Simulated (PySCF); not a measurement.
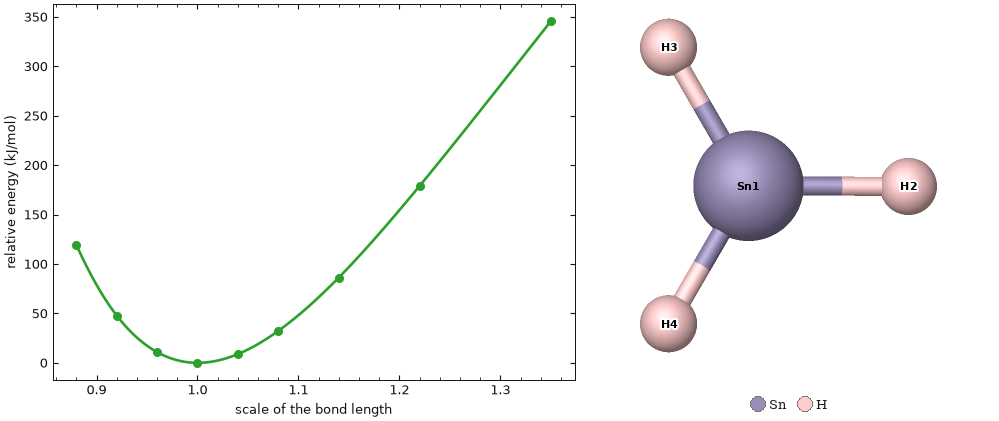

Rigid scan of SnH₃⁺, singlet, from a minimum of the shape that electron-pair counting expects: all bonds to atom 1 scaled (atom 1 is the central atom). PBE0/def2-TZVP (ECP) in PySCF, restricted determinant, no spin-orbit coupling; energies counted from the minimum. Splines pass through the computed points, which are marked.

What does it cost to go to either end of the scan?

Answer. 119.4 kJ/mol at 0.88 and 345.6 kJ/mol at 1.35.

Give the values at the computed points.

Answer. In kJ/mol:
| scale of the bond length | PBE0 |
| --- | --- |
| 0.88 | 119.4 |
| 0.92 | 47.9 |
| 0.96 | 10.8 |
| 1.00 | 0.0 |
| 1.04 | 8.8 |
| 1.08 | 32.3 |
| 1.14 | 86.3 |
| 1.22 | 178.9 |
| 1.35 | 345.6 |
